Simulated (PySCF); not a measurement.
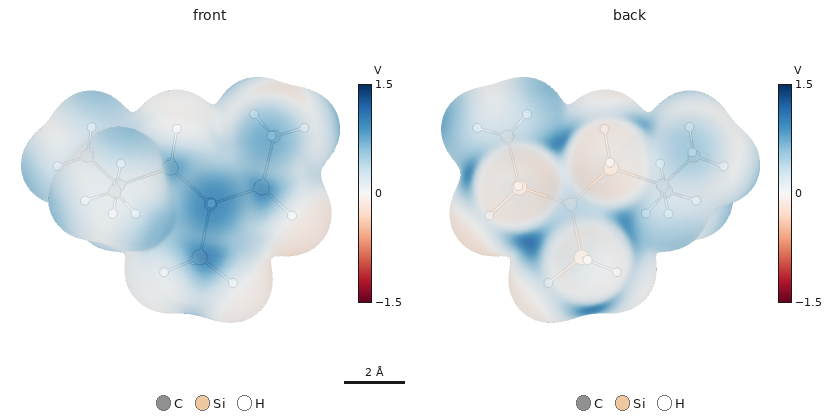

Figure 1: C5H18Si3 (SMILES C[SiH2][C@H]([SiH3])[SiH2]C(C)C). The molecular electrostatic potential painted on the density surface at 0.002 e/bohr³, seen from the front and from behind; red is negative and blue positive.

Geometry: GFN2-xTB.

All numbers below come from PBE0/pcSseg-1, SCF density, gas phase, non-relativistic (PySCF).

```xyz
26

C     2.9161    1.3604   -1.7718
Si    2.8086   -0.0223   -0.4781
C     1.1010   -0.0131    0.3665
Si    1.0229   -1.2481    1.8116
Si   -0.3053   -0.2438   -0.8945
C    -2.0185   -0.3344   -0.0588
C    -3.1095   -0.5612   -1.1003
C    -2.3234    0.9209    0.7535
H     2.2202    1.1867   -2.5865
H     3.9133    1.4228   -2.1957
H     2.6836    2.3295   -1.3403
H     3.8624    0.1933    0.5274
H     3.0422   -1.3189   -1.1273
H     0.9764    0.9826    0.8025
H    -0.1860   -1.0339    2.6156
H     1.0272   -2.6217    1.3056
H     2.1773   -1.0575    2.6954
H    -0.0988   -1.4836   -1.6586
H    -0.3367    0.8855   -1.8409
H    -2.0316   -1.1875    0.6278
H    -4.0882   -0.6435   -0.6281
H    -2.9230   -1.4735   -1.6621
H    -3.1422    0.2682   -1.8039
H    -1.5944    1.0544    1.5500
H    -2.3023    1.8034    0.1163
H    -3.3123    0.8583    1.2079
```

Which sites attract a positive test charge, and which a negative one?

Answer. A positive charge is drawn to the negative regions and a negative charge to the positive ones. The most negative region (about −0.2 V) lies over H12, H13 and H18, the most positive (about +1.0 V) over Si2, Si4, Si5 and H14.

What dipole moment does the calculation give?

Answer. Its dipole moment is 0.97 D.
